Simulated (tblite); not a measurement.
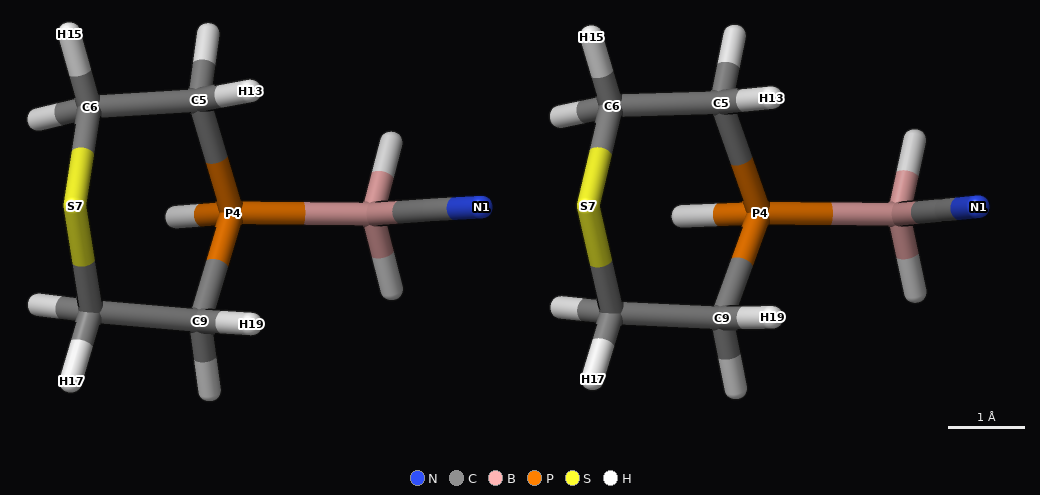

Two geometries of C5H11BNPS, drawn at one scale. One is the start of a relaxation, the other its converged end. A stick model, seen at a tilt.

Computed with tblite 0.8.0, GFN2-xTB geometry optimisation, gas phase. 

> Which of the two is the end point?

The right one is the relaxed one. The atom that moves furthest after the best rigid fit is the N atom (0.32 Å). By element the largest moves are N 0.32 Å, H 0.28 Å, B 0.16 Å, S 0.11 Å, P 0.10 Å, C 0.10 Å. Some distances before and after: C–H 1.120 → 1.090 Å, B–C 1.528 → 1.553 Å, C–N 1.170 → 1.149 Å, C–P 1.817 → 1.835 Å. Bond angles that change, for instance: B–P–H 109.9° → 121.5°, C–B–P 109.8° → 98.4°, C–P–H 109.8° → 100.0°. Over 44 geometry steps the energy falls by 0.396 eV. Cost: 0.4 s on 1 thread of Arm Neoverse V1, with other jobs on the host.
